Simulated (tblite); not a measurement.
# Frequency calculation of C5H11Si2

System: C5H11Si2, multiplicity 2.
Method: GFN2-xTB harmonic vibrations, gas phase (tblite 0.8.0).

It belongs to a series of runs on one base structure; here: H removed from Si.

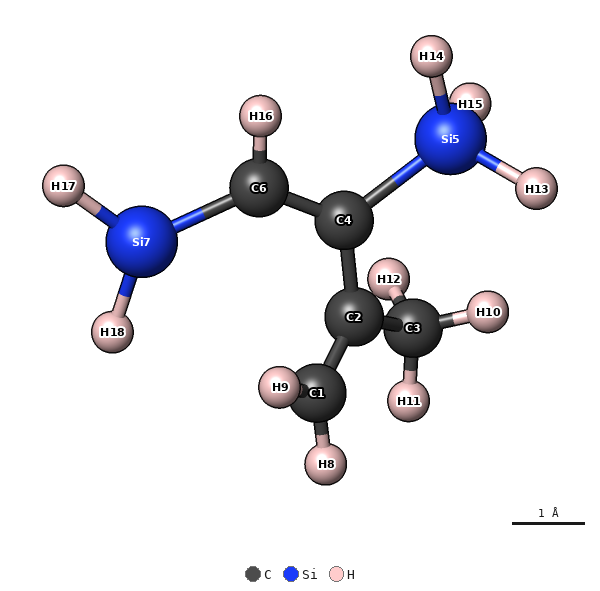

**Figure 1.** The structure (ball-and-stick view, seen at a tilt; atoms are numbered from 1 in the order of the input). Bond lengths as drawn: C–C 1.34 to 1.50 Å, C–H 1.08 to 1.09 Å, C–Si 1.81 to 1.88 Å and H–Si 1.45 to 1.47 Å.

## Input
```
{"job": {"kind": "ir", "xc": "GFN2-xTB", "basis": "xTB"}, "charge": 0, "multiplicity": 2}
C      0.654205    -1.682906     0.698829
C      0.052201    -0.872028    -0.174918
C     -0.744957    -1.434142    -1.317610
C      0.173203     0.576321    -0.113530
Si     0.407668     1.523539    -1.716941
C      0.113734     1.261545     1.079469
Si    -0.313392     0.677738     2.737723
H      0.566259    -2.754519     0.632419
H      1.299027    -1.304321     1.474216
H     -0.231296    -1.251243    -2.260764
H     -0.884206    -2.506516    -1.201278
H     -1.721201    -0.954618    -1.372371
H      1.429572     0.881939    -2.554636
H      0.833256     2.888298    -1.393055
H     -0.836563     1.602403    -2.498989
H      0.282722     2.333929     1.021795
H     -0.382659     1.675682     3.794822
H     -0.706332    -0.654784     3.153162
```

The first line tells a small driver script what to run in tblite; the rest is the geometry in Å.

Run on 1 CPU thread, shared host.

Command:
```bash
OMP_NUM_THREADS=1 python <driver script> task.json out
```

## What the program printed
```
mode    cm-1     km/mol
  1      60.0      0.93
  2     109.8      1.41
  3     132.4      0.75
  4     151.1      1.50
  5     160.4      2.08
  6     189.3      0.41
  7     203.9      0.25
  8     269.7      0.31
  9     313.0      3.92
 10     353.2      7.62
 11     389.3      6.48
 12     445.1      5.10
 13     480.8     35.15
 14     500.9     33.31
 15     555.8     57.53
 16     568.0     56.83
 17     668.9     17.34
 18     712.0     35.61
 19     757.0      5.73
 20     780.8    286.75
 21     788.1    151.41
 22     805.4    293.05
 23     810.4    337.66
 24     855.1     41.77
 25     915.3     37.87
 26     935.1     17.42
 27    1015.5      0.45
 28    1025.5     39.26
 29    1046.3     35.93
 30    1223.6      8.18
 31    1314.1     34.41
 32    1394.6      7.18
 33    1414.4     49.32
 34    1418.5    176.58
 35    1480.7      4.97
 36    1487.3      3.59
 37    1644.6     23.97
 38    2174.9    407.32
 39    2204.8    358.49
 40    2231.3    271.03
 41    2334.2    297.55
 42    2381.9    201.28
 43    2980.7     28.30
 44    3002.1     27.46
 45    3016.5     24.66
 46    3034.2     30.28
 47    3092.1     23.75
 48    3113.0     60.72
```

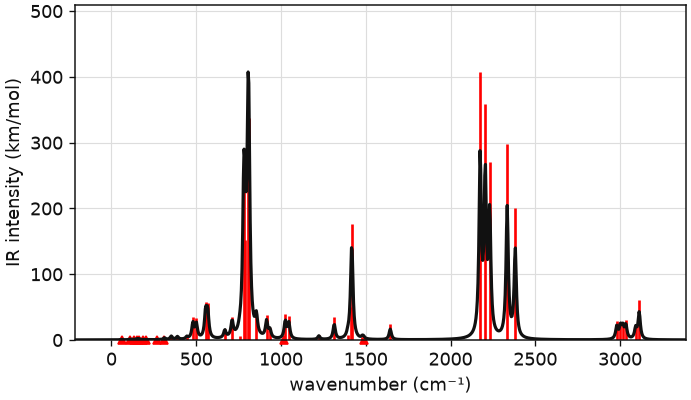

**Figure 2.** Harmonic infrared spectrum, unscaled: sticks (degenerate modes added up, dark ones marked on the axis) with a Lorentzian envelope of 16 cm⁻¹ full width, scaled to the tallest stick. 48 modes from 60 to 3113 cm⁻¹, none imaginary. The strongest line is at 2175 cm⁻¹ (407 km/mol).

## Results in brief

```tsv
quantity	value
outcome	converged
total energy	−535.0285 eV
zero-point energy	81.4020 kcal/mol
wall time	0.62 s
peak memory	0.18 GiB
```
